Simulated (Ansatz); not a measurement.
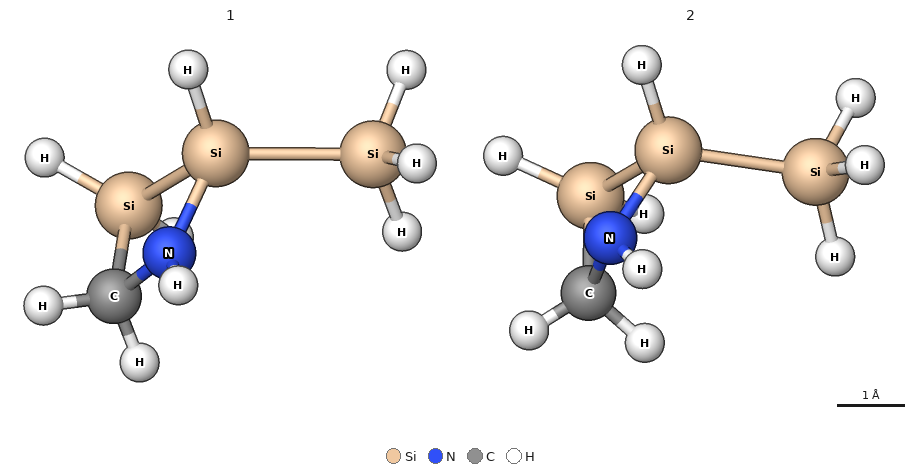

Two geometries of CH₉NSi₃, drawn at one scale. One is the start of a relaxation, the other its converged end. A ball-and-stick model, seen from a free direction.

Method: RKS B3LYP-D4/def2-SVP (Ansatz 0.2.0). Set-up: no spin polarisation; force threshold 0.015 eV/Å; at most 40 steps.

> Which one is relaxed?

Structure 1 is the relaxed one. The run prepares an end point of a later path (torsion) calculation, from a guessed geometry. The atom that moves furthest after the best rigid fit is an H atom (0.74 Å). By element the largest moves are H 0.74 Å, N 0.40 Å, Si 0.38 Å, C 0.24 Å. Near-neighbour distances that change, for instance: Si–Si 2.225 → 2.347 Å, Si–Si 2.247 → 2.357 Å, C–N 1.551 → 1.470 Å, H–Si 1.426 → 1.495 Å. Among the angles between lasting bonds that change: Si–N–H 114.5° → 130.7°, Si–N–C 100.2° → 110.5°, Si–Si–Si 110.3° → 119.4°. Groups turn about C–Si by about 20°. After 12 accepted moves (13 points after the start) the energy has fallen by 69.7 kJ/mol. Largest force component: 2.8 eV/Å at the start, 0.012 eV/Å at the end. The line search rejected the trial step at point 3 of the run. Cost: 55 s on 2 threads of Arm Neoverse V2, on a shared host, peak memory 0.32 GiB.
